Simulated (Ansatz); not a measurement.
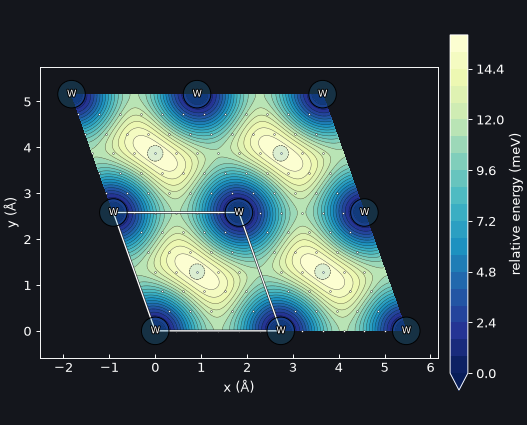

CO on a W(110) slab cut from the Im-3m phase, its upper half relaxed before the scan (12 atoms of substrate and one adsorbate in a 2 × 2 cell). CO (O end down) is moved over the surface cell at a fixed height above a rigid substrate; the origin of the map has the adsorbate above W9; the height is held at 3.60 Å. Places are given modulo a cell vector. The map is drawn in real space over the plane of the surface. The scan uses a 6 × 6 grid; 13 points were computed and 23 follow by symmetry. Places are given in fractions of the 1 × 1 surface cell. Energies: meV, counted from the lowest grid point. At a fixed height the lowest place need not be the adsorption site. The runs have no spin polarisation; a magnetic state may lie lower. Level of theory: Ansatz, DFT PBE+D3(BJ), scalar-relativistic, plane waves, PAW. Settings: cutoff 420 eV, k-mesh 5×5×1, gaussian smearing 0.1 eV, no spin polarisation.

Drawn: filled contours, dots at the grid points, labelled circles for the atoms of the top layer and small ones for the second layer, the outline of one cell of the 2 × 2 shown. Between grid points the surface is interpolated.

The lowest grid point is at the top site over a surface W atom, (0/6, 0/6) of the cell vectors. It is the only kind of minimum in the scanned range. The highest grid point, a bridge site between two W atoms, over a second-layer W atom, (3/6, 3/6) of the cell vectors, lies 15.9 meV above the lowest. On the interpolated surface the easiest way out of the lowest well to its copy in the next cell or period passes a barrier of about 11 meV.

The system is changed to CO on a Mo(110) slab cut from the Im-3m phase, its upper half relaxed before the scan (12 atoms of substrate and one adsorbate in a 2 × 2 cell); all else is set up alike.

**How does the landscape change?**

The lowest place stays at the top site over a surface Mo atom, (0/6, 0/6) of the cell vectors. The span from the lowest to the highest grid point shrinks from 15.9 to 13.4 meV. The easiest pass out of the lowest well goes from about 11 to about 9.1 meV on the interpolated surfaces.

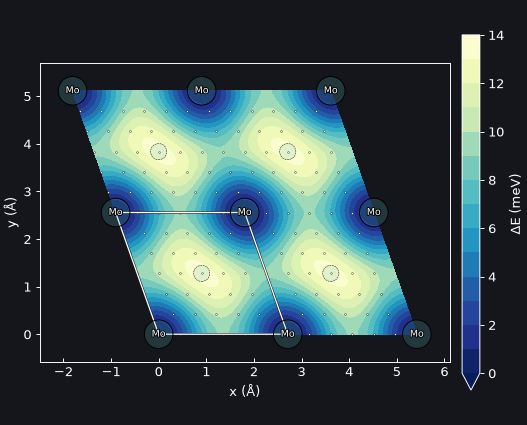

The map after the change, on a colour scale of its own. In the figure: filled contours, dots at the grid points, labelled circles for the atoms of the top layer and small ones for the second layer, the outline of one cell of the 2 × 2 shown. Between grid points the surface is interpolated.

PAW datasets: the set soft_1.
